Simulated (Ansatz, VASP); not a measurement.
# Cross-check of Si2W between VASP and Ansatz

Wanted: the spread between two codes on one cell, functional and k mesh. The cell is taken from a series of runs on this material, whose earlier steps may have relaxed or scaled it; both programs get it as it stands.

Method: plane waves, with VASP 6.6.1 beside it; single point at PBEsol with D3(BJ), in Ansatz 0.2.0.

**1. The structure**

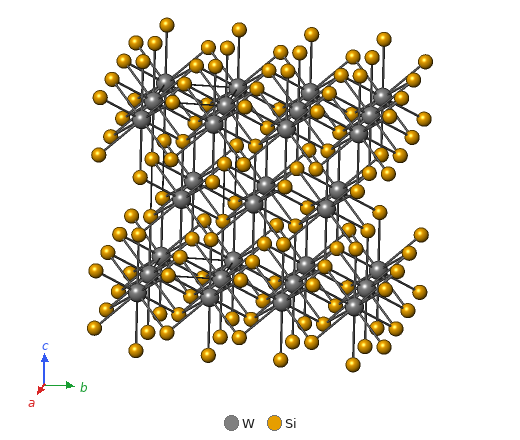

Start, viewed slightly off an axis; tungsten grey, silicon orange. 2×3×1 cells are drawn. This picture shows the conventional cell, with its axes. Some periodic images of atoms are drawn too.

Structure file:

```cif
data_structure
_symmetry_space_group_name_H-M 'P 1'
_symmetry_Int_Tables_number 1
_cell_length_a 4.4970
_cell_length_b 4.4970
_cell_length_c 4.4970
_cell_angle_alpha 138.490
_cell_angle_beta 138.490
_cell_angle_gamma 60.154
_cell_volume 39.53
loop_
_atom_site_label
_atom_site_type_symbol
_atom_site_fract_x
_atom_site_fract_y
_atom_site_fract_z
_atom_site_occupancy
W1 W 0.00000 0.00000 0.00000 1
Si2 Si 0.66566 0.66566 0.00000 1
Si3 Si 0.33434 0.33434 0.00000 1
```

**2. Ansatz: single point, PBEsol with D3(BJ)**

Ansatz runs on its default PAW (the set named soft_2) files.

A single point gives forces, pressure and levels at one fixed geometry, so differences don't come from the geometry; what else differs is listed under the comparison.

File input.yaml:

```yaml
crystal:
  lattice:
    - [-1.59363246, 1.59363246, 3.89149588]
    - [1.59363246, -1.59363246, 3.89149588]
    - [1.59363246, 1.59363246, -3.89149588]
  atoms:
    - { symbol: W, position: [0.0, 0.0, 0.0] }
    - { symbol: Si, position: [0.6656579, 0.6656579, 0.0] }
    - { symbol: Si, position: [0.3343421, 0.3343421, 0.0] }
hamiltonian:
  xc: pbesol
  pseudopotentials: { kind: paw }
  dispersion: d3bj
kpoints:
  mp_grid: { grid: [14, 14, 14] }
scf:
  occupations: { method: gaussian, width: 0.05 }
  n_extra_bands: 4
output:
  forces: true
  stress: true
  eigenvalues: true
```

Started as:

```
$ ansatz run input.yaml --threads 2 --pin off --max-ram 4608MiB --backend cpu --events-out ev --progress --plain --runs-dir out
```

Numbers of over 12 decimals in the logs are rounded to 6 here.

The program printed:

```text
scf.n_extra_bands = 4 over 11 filled bands (N_el = 22.0): the run solves 15 bands
Engine: ansatz 0.2.0, aarch64-unknown-linux-gnu
Pseudopotentials: kind: paw
Pseudopotential: W, paw, valence charge 14, recommended cutoff 420 eV (normal), W.paw.azcp
Pseudopotential: Si, paw, valence charge 4, recommended cutoff 420 eV (normal), Si.paw.azcp
Functional definition: PBEsol
  exchange = pbesol_x
  correlation = pbesol_c
Crystal: 3 atoms, lattice volume = 39.532 Å³
Basis set: ecut = 420 eV, 769 PW (Γ), exchange–correlation on 64×64×64 points (8 copies of the dense FFT grid, shifted against one another)
Bands: 15, of which v1, the nominal top of the filled ones, is band 11 counted from 1 (10 counted from 0)
Symmetry: 16 space group operations
Space group: I4/mmm (ITA 139), of the structure as read, at distance tolerance 3.4e-5 Å
k-points: 244 of 2744
Non-local potential: W, projectors of the file, l = 0: 3, l = 1: 2, l = 2: 2, l = 3: 1
Non-local potential: Si, projectors of the file, l = 0: 2, l = 1: 2, l = 2: 2
PAW form: soft (Blöchl's): semilocal exchange-correlation on the pseudo side does not see the compensation charge
PAW frozen core: W, regenerated for the run's functional, and the local potential with it (the file was generated under x = pbe(κ = 0.804, μ = 0.219515), c = pbe(β = 0.066725))
PAW frozen core: Si, regenerated for the run's functional, and the local potential with it (the file was generated under x = pbe(κ = 0.804, μ = 0.219515), c = pbe(β = 0.066725))
PAW one-centre angular grid: W, 590 points (default); XC on 64 Gauss nodes
PAW one-centre angular grid: Si, 110 points (default); XC on 64 Gauss nodes
Initial density: superposition of atomic densities (neutral atoms: chi_scale 0, normalization atom), corrected by the library's trained network
Initial wavefunctions: pseudopotential atomic-orbital guess
Functional: x = pbesol(κ = 0.804, μ = 0.123457), c = pbesol(β = 0.046)
SCF iter   1: F=—  HF=-11502.560461 eV  |F-HF|=—  |Δ(HF+E_count)|=         —  Δρ=4.44e-3  dr2=6.02e-3  ethr=1.77e-3  ⟨swp⟩=5.4  Hψ=21476  notcnv=0
preconditioner: auto → Kerker (q_TF=auto, 2.474 Å⁻¹)  [metal: Δε(μ)=0.027 eV  Ē_g=8.266 eV  σ=0.050 eV  W_gap=0.28  n_scr=10 (ndim 8)  ℏωp=22.1 eV  f_vac=0.000  D(μ)=0.29/eV (n_scr^D=0)]
SCF iter   2: F=—  HF=-11502.559581 eV  |F-HF|=—  |Δ(HF+E_count)|=   8.80e-4  Δρ=2.31e-3  dr2=1.05e-3  ethr=2.74e-5  ⟨swp⟩=1.0  Hψ=5622  notcnv=0
SCF iter   3: F=—  HF=-11502.559504 eV  |F-HF|=—  |Δ(HF+E_count)|=   7.70e-5  Δρ=5.86e-4  dr2=8.01e-5  ethr=4.77e-6  ⟨swp⟩=2.0  Hψ=5014  notcnv=0
SCF iter   4: F=—  HF=-11502.559489 eV  |F-HF|=—  |Δ(HF+E_count)|=   1.49e-5  Δρ=6.18e-5  dr2=1.42e-6  ethr=3.64e-7  ⟨swp⟩=2.5  Hψ=5386  notcnv=0
iter 5 did not close the SCF: its close was put off for the readings that it lacked (scf_convergence_deferred on its scf_iter line)
SCF iter   5: F=-11502.559489 eV  HF=-11502.559489 eV  |F-HF|=9.80e-9  |Δ(HF+E_count)|=   3.35e-7  Δρ=8.84e-6  dr2=2.75e-8  ethr=6.47e-9  ⟨swp⟩=2.3  Hψ=5265  notcnv=0
SCF iter   6: F=-11502.559489 eV  HF=-11502.559489 eV  |F-HF|=5.80e-10  |Δ(HF+E_count)|=   3.29e-9  Δρ=1.40e-6  dr2=9.62e-10  ethr=1.25e-10  ⟨swp⟩=2.2  Hψ=12477  notcnv=0
SCF 1 converged in 6 iterations: F = -11502.559489 eV  dr2 = 9.62e-10
  greatest PAW one-centre occupation: 1.000 electrons in one spin orbital (limit 2), on the W atom at site 0 (counted from 0), in its partial waves of l = 0
SCF converged after 6 iterations
Free energy (F): -11502.559489 eV
Harris-Foulkes:  -11502.559489 eV  (|F-HF|=5.80e-10)
Internal energy: -11502.559123 eV  (E = F + TS)
E sigma→0 (E₀):  -11502.559306 eV
Entropy (-TS):   -0.000366 eV (-0.122 meV/atom)
Fermi energy:    17.070284 eV
--- Per-component energies (eV) ---
  E_band       = -73.589573
  E_kinetic    = 543.864761
  E_local      = -934.813960  (includes V_loc(G=0)·N_el)
  E_nonlocal   = 53.810671
  E_hartree    = 368.259524
  E_xc         = -380.433003
  E_vxc        = -340.003996  (∫ρ·V_xc dr)
  E_paw        = -9434.452557  (= ΣΔE_a)
  E_vpaw       = -132.966885  (= ΣTr[D̂ρ^β])
  E_aug_tail   = -0.000066  (compensation charges beyond the density's cutoff)
  E_ewald      = -1717.410555
  E_disp       = -1.668852  (pairwise vdW)
  E_core_change = 0.284913  (= ΣΔE_core)
  E_smearing   = -0.000366  (= −TS)
  E_closure    = 0.000000  (closes the sum)
  Σ components = -11502.559489   (vs F -11502.559489, Δ=0.00e0)
--- Forces (eV/Å), atoms counted from 1 ---
  atom   1  W      0.00000000     0.00000000    -0.00000000
  atom   2  Si     0.00000000     0.00000000    -0.00906750
  atom   3  Si     0.00000000     0.00000000     0.00906750
  max |Σ_I F_I| component: 7.63e-17 eV/Å
--- Stress (GPa, compression-positive) ---
       -3.571563       0.000000      -0.000000
        0.000000      -3.571563       0.000000
        0.000000      -0.000000      -3.466058
  P = ⅓ Tr σ = -3.5364 GPa (-35.364 kbar)
--- Band table (eV; the first three rows and the last of 244) ---
  k-point 0: bands = [... 7 lower, 13.6103, 14.1712, 14.1712, 17.7211, 19.8934, 19.9810, 20.2632, 20.2632]
  k-point 1: bands = [... 7 lower, 13.6540, 13.7376, 14.7365, 16.9051, 19.7529, 20.3871, 20.4085, 20.4260]
  k-point 2: bands = [... 7 lower, 12.8149, 13.7938, 15.2873, 15.3650, 19.6191, 20.6832, 20.7516, 21.2093]
  k-point 243: bands = [... 7 lower, 14.4090, 16.2593, 16.2593, 16.5516, 16.5516, 17.9054, 21.6416, 22.2157]
```

Reading the cycles: dr2 is the Hartree energy of the density residual (eV), the measure of convergence; HF is the Harris–Foulkes estimate of the energy, which meets the free energy F at convergence.

The run ends at a pressure of -3.54 GPa, with forces up to 0.0091 eV/Å.

**3. VASP: single point, PBEsol with D3(BJ)**

The same cell, functional, mesh and smearing now go to VASP, with its own data sets and cutoff.

Lines of VASP's logs that name or quote its potential files are left out, and so is its time.

File INCAR:

```
SYSTEM = Si2W
PREC = Accurate
ENCUT = 400
EDIFF = 1E-06
NELM = 100
ISMEAR = 0
SIGMA = 0.05
LREAL = .FALSE.
ALGO = Normal
GGA = PS
IVDW = 12
NBANDS = 13
LASPH = .TRUE.
LORBIT = 11
LWAVE = .FALSE.
LCHARG = .FALSE.
KPAR = 2
ISIF = 2
```

File POSCAR:

```
Si2W
1.0
   -1.5936324600      1.5936324600      3.8914958800
    1.5936324600     -1.5936324600      3.8914958800
    1.5936324600      1.5936324600     -3.8914958800
W Si
1 2
Direct
    0.0000000000      0.0000000000      0.0000000000
    0.6656579000      0.6656579000      0.0000000000
    0.3343421000      0.3343421000      0.0000000000
```

File KPOINTS:

```
Automatic mesh
0
Gamma
14 14 14
0 0 0
```

Potentials, in the order of the species: W and Si (PBE family, release 64).

Started as:

```
$ mpirun -np 2 vasp_std
```

The program printed:

```text
[banner, memory and clock lines left out]
running    2 mpi-ranks, on    1 nodes
 distrk:  each k-point on    1 cores,    2 groups
 distr:  one band on    1 cores,    1 groups

 POSCAR found type information on POSCAR W Si
 POSCAR found :  2 types and       3 ions
|                                                                             |
|               ----> ADVICE to this user running VASP <----                  |
|                                                                             |
|     You enforced a specific xc type in the INCAR file but a different       |
|     [... a line on the potential file left out ...]
|     I HOPE YOU KNOW WHAT YOU ARE DOING!                                     |
|                                                                             |

 LDA part: xc-table for (Slater+PW92), standard interpolation
 POSCAR, INCAR and KPOINTS ok, starting setup
 FFT: planning ... GRIDC
 FFT: planning ... GRID_SOFT
 FFT: planning ... GRID
 WAVECAR not read
 entering main loop
       N       E                     dE             d eps       ncg     rms          rms(c)
DAV:   1     0.173966629734E+02    0.17397E+02   -0.51572E+03  6600   0.754E+02
DAV:   2    -0.257900626699E+02   -0.43187E+02   -0.39414E+02  8036   0.165E+02
DAV:   3    -0.275736253555E+02   -0.17836E+01   -0.17409E+01  8643   0.280E+01
DAV:   4    -0.275946693207E+02   -0.21044E-01   -0.21019E-01  7446   0.339E+00
DAV:   5    -0.275950063360E+02   -0.33702E-03   -0.33683E-03  8958   0.358E-01    0.275E+01
DAV:   6    -0.268656733486E+02    0.72933E+00   -0.19948E+00  9311   0.886E+00    0.118E+01
DAV:   7    -0.267420472993E+02    0.12363E+00   -0.19613E-01  7179   0.295E+00    0.557E+00
DAV:   8    -0.267191535076E+02    0.22894E-01   -0.37031E-02  8255   0.137E+00    0.528E-01
DAV:   9    -0.267188414110E+02    0.31210E-03   -0.20296E-03  7627   0.304E-01    0.289E-01
DAV:  10    -0.267188075544E+02    0.33857E-04   -0.31496E-04  8085   0.112E-01    0.627E-02
DAV:  11    -0.267187908693E+02    0.16685E-04   -0.45674E-05  7868   0.470E-02    0.205E-02
DAV:  12    -0.267187910688E+02   -0.19951E-06   -0.14290E-06  5438   0.938E-03
   1 F= -.28387155E+02 E0= -.28386985E+02  d E =-.340214E-03
```

OUTCAR, selected parts (step 3):

```text
ion  position               nearest neighbor table
   1  0.000  0.000  0.000-   2 2.60   3 2.60   2 2.60   3 2.60   2 2.60   3 2.60   3 2.60   2 2.60
                             2 2.60   3 2.60
   2  0.666  0.666  0.000-   3 2.58   1 2.60   1 2.60   1 2.60   1 2.60   1 2.60   3 2.61   3 2.61
                             3 2.61   3 2.61
   3  0.334  0.334  0.000-   2 2.58   1 2.60   1 2.60   1 2.60   1 2.60   1 2.60   2 2.61   2 2.61
                             2 2.61   2 2.61

  LATTYP: Found a body centered tetragonal cell.
 ALAT       =     3.1872649200
 C/A-ratio  =     2.4419029969

 Subroutine GETGRP returns: Found 16 space group operations
 (whereof 16 operations were pure point group operations)

The static configuration has the point symmetry D_4h.

 Found    244 irreducible k-points:

   k-points           NKPTS =    244   k-points in BZ     NKDIM =    244   number of bands    NBANDS=     13

   dimension x,y,z NGX =    30 NGY =   30 NGZ =   30
   dimension x,y,z NGXF=    60 NGYF=   60 NGZF=   60

   ENCUT  =  400.0 eV  29.40 Ry    5.42 a.u.   7.33  7.33  7.33*2*pi/ulx,y,z

   NELECT =      14.0000    total number of electrons

 k-points in reciprocal lattice and weights: Automatic mesh
   0.00000000  0.00000000  0.00000000       0.000
   0.07142857 -0.00000000  0.00000000       0.003
   0.14285714 -0.00000000  0.00000000       0.003
   0.21428571 -0.00000000  0.00000000       0.003
   0.28571429 -0.00000000  0.00000000       0.003
   0.35714286 -0.00000000  0.00000000       0.003
   0.42857143 -0.00000000  0.00000000       0.003
   0.50000000 -0.00000000  0.00000000       0.001
   0.07142857  0.07142857  0.00000000       0.003
[...]
-0.42857143 -0.42857143  0.42857143       0.001
   0.50000000  0.50000000  0.50000000       0.000

 average (electrostatic) potential at core
       1 -34.2919       2 -78.7706       3 -78.7706

 E-fermi :  10.7396

 k-point     1 :       0.0000    0.0000    0.0000
  band No.  band energies     occupation
    ...
      2       3.7348      2.00000
      3       7.0092      2.00000
      4       7.2715      2.00000
      5       7.8366      2.00000
      6       7.8366      2.00000
      7      11.3736      0.00000
      8      13.6014      0.00000
      9      13.6692      0.00000
     10      13.9665      0.00000
     11      13.9665      0.00000
    ...

 k-point     2 :       0.0714   -0.0000    0.0000
  band No.  band energies     occupation
    ...
      2       3.7467      2.00000
      3       6.6709      2.00000
      4       7.2773      2.00000
      5       7.9033      2.00000
      6       7.9799      2.00000
      7      10.9790      0.00000
      8      13.3717      0.00000
      9      13.6155      0.00000
     10      13.9104      0.00000
     11      14.4166      0.00000
    ...

 k-point     3 :       0.1429   -0.0000    0.0000
  band No.  band energies     occupation
    ...
      3       6.0267      2.00000
      4       7.2391      2.00000
      5       8.0955      2.00000
      6       8.1495      2.00000
      7      10.2435      2.00000
      8      12.6443      0.00000
      9      13.2210      0.00000
     10      14.6455      0.00000
     11      15.1525      0.00000
     12      15.7687      0.00000
    ...

 Edisp (eV)   -1.66836

  Total      -0.92533    -0.92533    -0.89431     0.00000     0.00000     0.00000
  in kB     -37.50198   -37.50198   -36.24478     0.00000     0.00000     0.00000
  external pressure =      -37.08 kB  Pullay stress =        0.00 kB

  energy-cutoff  :      400.00
  volume of cell :       39.53
      direct lattice vectors                 reciprocal lattice vectors
    -1.593632460  1.593632460  3.891495880     0.000000000  0.313748629  0.128485296
     1.593632460 -1.593632460  3.891495880     0.313748629  0.000000000  0.128485296
     1.593632460  1.593632460 -3.891495880     0.313748629  0.313748629  0.000000000

 POSITION                                       TOTAL-FORCE (eV/Angst)
 -----------------------------------------------------------------------------------
      0.00000      0.00000      0.00000        -0.000000     -0.000000     -0.000000
      0.00000      0.00000      5.18081         0.000000      0.000000     -0.009959
      0.00000      0.00000      2.60218        -0.000000     -0.000000      0.009959
 -----------------------------------------------------------------------------------
    total drift:                                0.000000      0.000000     -0.000000

  FREE ENERGIE OF THE ION-ELECTRON SYSTEM (eV)
  ---------------------------------------------------
  free  energy   TOTEN  =       -28.3871546303 eV

  energy  without entropy=      -28.3868144164  energy(sigma->0) =      -28.38698452

 total charge
# of ion       s       p       d       tot
------------------------------------------
    1        0.568   0.698   4.574   5.840
    2        0.737   0.905   0.000   1.642
    3        0.737   0.905   0.000   1.642
--------------------------------------------------
tot          2.042   2.508   4.574   9.123

[... 3 further parts left out ...]
```

The run ends at a pressure of -3.71 GPa, with forces up to 0.0100 eV/Å.

**4. Differences**

Known differences besides the PAW data sets themselves: the data sets hold 22 valence electrons in Ansatz (default PAW (the set named soft_2) files) and 14 in VASP; the cutoff is 420 eV in Ansatz and 400 eV in VASP; Ansatz makes its cores anew for this functional, VASP keeps those of its PBE data sets. Total energies have different zeros and are not compared.

The two programs side by side:

| quantity | Ansatz | VASP | difference |
| --- | --- | --- | --- |
| pressure (GPa) | -3.54 | -3.71 | +0.17 |

Ansatz's pressure holds a Pulay correction of 0.05 GPa; VASP's holds none.

**5. What moves the difference**

How far does this hang on the set-up? Further runs change one program's set-up at a time, as the table lists.

| run | difference in pressure (GPa) |
| --- | --- |
| as above | 0.17 |
| VASP with the data sets W_sv_GW and Si_GW and a cutoff of 520 eV | 0.42 |

**6. Summary of results**

* difference in pressure (single point, PBEsol with D3(BJ)): 0.17 GPa

**Reading.** The difference in pressure is 0.17 GPa (single point, PBEsol with D3(BJ)), within the 1 GPa picked in this series as the mark of a large difference. For single point, PBEsol with D3(BJ): no further run halves the difference in pressure (one raises it to 0.42 GPa). Differences of this kind measure data sets and numerical settings, not the functional's error against experiment.

[Lines on the potential files, build, host, timing and source positions are cut from VASP's logs without a mark.]

[Logs are printed without paths, hosts, clocks, repeated set-up lines and the standing remarks that a program may print on its own settings, such as how far it seeks lower states.]

[Hosts, paths, dates, database ids (printed as entryN), source tags and the programs' standing remarks are cut or masked in the printed files.]
